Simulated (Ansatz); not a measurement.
**BrHNSi− (SMILES [N-]=[SiH]Br): one structure at several levels**

A test off equilibrium: a structure displaced at random from a GFN2-xTB minimum is computed at several levels, and each is set against CCSD(T).

Computed with Ansatz 0.2.0, Gaussian basis. Level: single points in def2-TZVPPD.

Correlated methods freeze the cores. Filled d shells of the heavier atoms are correlated.

## 1. Starting geometry

SMILES `[N-]=[SiH]Br`, 4 atoms, charge -1, spin multiplicity 1.

Atoms are counted from 1 here; the program's logs count them from 0.

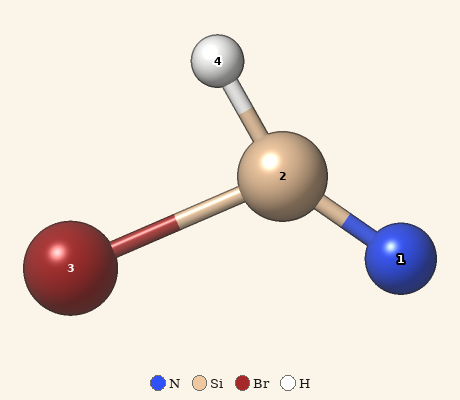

The starting geometry (nitrogen blue, silicon light orange, bromine red, hydrogen white); atoms are numbered from 1 in the order of the file.

As a file:

```
atom    x (Å)    y (Å)    z (Å)
  N1   0.1576   1.2605  -1.4223
 Si2  -0.2173   0.3770  -0.1254
 Br3   1.1100  -1.7576   0.4935
  H4  -0.9982   0.0660   1.0988
```

## 2. CCSD(T)/def2-TZVPPD

run/in.yaml reads:

```yaml
crystal:
  periodic: [false, false, false]
  atoms:
    - {symbol: N, position_ang: [0.157600, 1.260500, -1.422300]}
    - {symbol: Si, position_ang: [-0.217300, 0.377000, -0.125400]}
    - {symbol: Br, position_ang: [1.110000, -1.757600, 0.493500]}
    - {symbol: H, position_ang: [-0.998200, 0.066000, 1.098800]}
basis:
  gaussian: {orbitals: "def2-TZVPPD.json"}
total_charge: -1
correlation: {method: ccsd_t}
output: {forces: true}
```

The basis file named in the input lies beside it (Basis Set Exchange, JSON).

The command line of these runs was not kept.

## 3. PBE0-D4/def2-TZVPPD

run/in.yaml: that of step 2 with these lines changed.

```diff
@@ -10,3 +10,3 @@
 total_charge: -1
-correlation: {method: ccsd_t}
-output: {forces: true}
+hamiltonian: {xc: pbe0, dispersion: d4}
+output: {forces: true, orbitals: {seedname: orbitals}}
```

## 4. wB97M-V/def2-TZVPPD

run/in.yaml: that of step 3 with these lines changed.

```diff
@@ -10,3 +10,3 @@
 total_charge: -1
-hamiltonian: {xc: pbe0, dispersion: d4}
-output: {forces: true, orbitals: {seedname: orbitals}}
+hamiltonian: {xc: {name: wB97M-V}}
+output: {forces: true}
```

## 5. r2SCAN-D4/def2-TZVPPD

run/in.yaml: that of step 4 with these lines changed.

```diff
@@ -10,3 +10,3 @@
 total_charge: -1
-hamiltonian: {xc: {name: wB97M-V}}
+hamiltonian: {xc: r2scan, dispersion: d4}
 output: {forces: true}
```

## 6. PBE-D4/def2-TZVPPD

run/in.yaml: that of step 5 with these lines changed.

```diff
@@ -10,3 +10,3 @@
 total_charge: -1
-hamiltonian: {xc: r2scan, dispersion: d4}
+hamiltonian: {xc: pbe, dispersion: d4}
 output: {forces: true}
```

## 7. B97M-V/def2-TZVPPD

run/in.yaml: that of step 6 with these lines changed.

```diff
@@ -10,3 +10,3 @@
 total_charge: -1
-hamiltonian: {xc: pbe, dispersion: d4}
+hamiltonian: {xc: {name: B97M-V}}
 output: {forces: true}
```

## 8. HSE06-D4/def2-TZVPPD

run/in.yaml: that of step 7 with these lines changed.

```diff
@@ -10,3 +10,3 @@
 total_charge: -1
-hamiltonian: {xc: {name: B97M-V}}
+hamiltonian: {xc: hse06, dispersion: d4}
 output: {forces: true}
```

(Steps that only read results are left out.)

Before running it: what results should come out? Wanted: RMS force component; RMS force error; HOMO and LUMO, PBE0-D4; T1 diagnostic.

The runs gave:

```
              quantity                                                                                           value
   RMS force component                                                            0.568 to 0.948 eV/Å over the methods
       RMS force error  PBE0-D4 0.443, wB97M-V 0.548, r2SCAN-D4 0.307, PBE-D4 0.166, B97M-V 0.414, HSE06-D4 0.431 eV/Å
HOMO and LUMO, PBE0-D4                                                                               -1.48 and 3.15 eV
         T1 diagnostic                                                                                           0.020
```

On forces the order runs from PBE-D4 to wB97M-V. Frozen-core CCSD(T) forces in triple zeta carry basis errors of their own, and this is one geometry, so small gaps rank nothing. The restricted Hartree–Fock reference is unstable towards an unrestricted one at one or more of these structures.
